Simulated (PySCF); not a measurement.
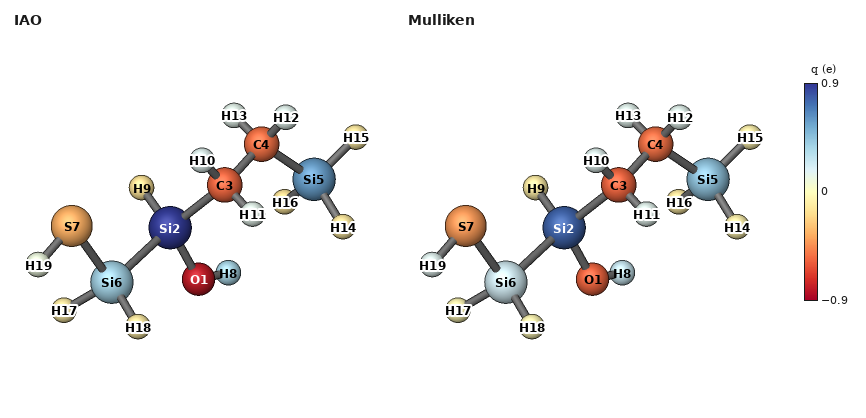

Atomic charges of one calculation by 2 schemes, on one colour scale. The computed structure is the end point of a GFN2-xTB optimisation. No frequency run is at hand to confirm it as a minimum. Level of theory: PBE0/pcSseg-1 (PySCF 2.14.0).

Question. Which scheme gives the most polar picture (largest mean size of the charges)?

Answer. The IAO charges are the largest in size here.

Question. On which atom do the schemes disagree most?

Answer. On O1 (from −0.79 to −0.56 e).

List the charges (e), one line for each set of equivalent atoms.

| atom | IAO | Mulliken |
| --- | --- | --- |
| O1 | −0.79 | −0.56 |
| Si2 | 0.89 | 0.77 |
| C3 | −0.55 | −0.56 |
| C4 | −0.53 | −0.52 |
| Si5 | 0.59 | 0.45 |
| Si6 | 0.38 | 0.22 |
| S7 | −0.35 | −0.41 |
| H8 | 0.36 | 0.26 |
| H9 | −0.14 | −0.10 |
| H10 | 0.16 | 0.16 |
| H11 | 0.15 | 0.15 |
| H12 | 0.15 | 0.15 |
| H13 | 0.15 | 0.15 |
| H14 | −0.12 | −0.06 |
| H15 | −0.11 | −0.07 |
| H16 | −0.14 | −0.11 |
| H17 | −0.10 | −0.04 |
| H18 | −0.10 | −0.04 |
| H19 | 0.10 | 0.16 |

The geometry is semi-empirical. Around Si such bond lengths and angles can be off by a tenth of an ångström or more and by several degrees, and values that hang on the shape move with them.
